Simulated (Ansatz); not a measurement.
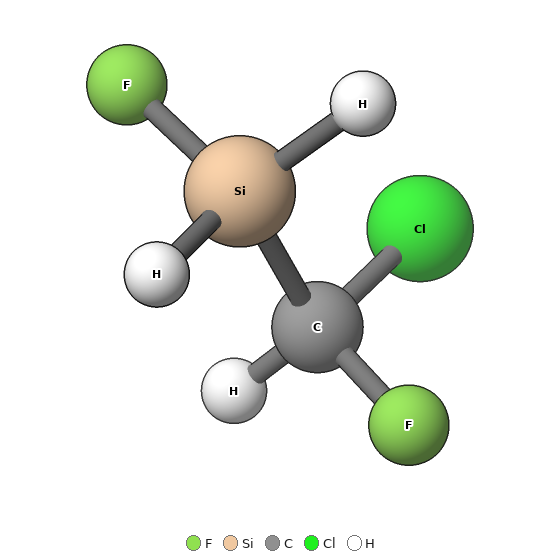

Structure of CH₃ClF₂Si, SMILES F[SiH2][C@H](F)Cl.

Kohn-Sham orbital energies near the frontier, LDA (SPW92)/def2-TZVPP with the Ansatz code 0.2.0, at a PBE0-D4/def2-TZVP geometry (a minimum by its frequencies), isolated molecule; empty levels in grey, levels within 0.03 eV side by side.

Question: Where do the frontier orbitals lie?

Answer: HOMO at −7.20 eV, LUMO at −1.65 eV, 5.54 eV apart.

Question: How far below the HOMO does the next level lie?

Answer: 0.96 eV.

Question: List the levels.

Answer:
```
orbital  energy (eV)
 LUMO+2        −0.12
 LUMO+1        −1.15
   LUMO        −1.65
   HOMO        −7.20
 HOMO−1        −8.16
 HOMO−2        −8.60
 HOMO−3        −8.87
 HOMO−4        −9.53
```

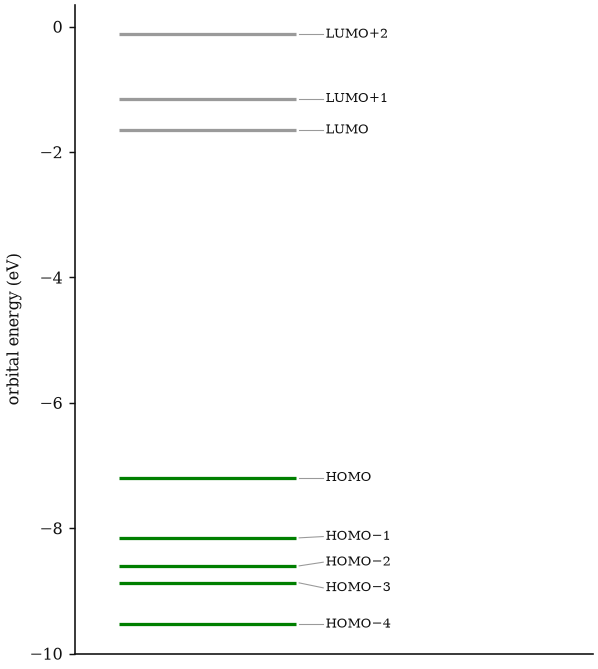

Note: one conformer of a flexible molecule.
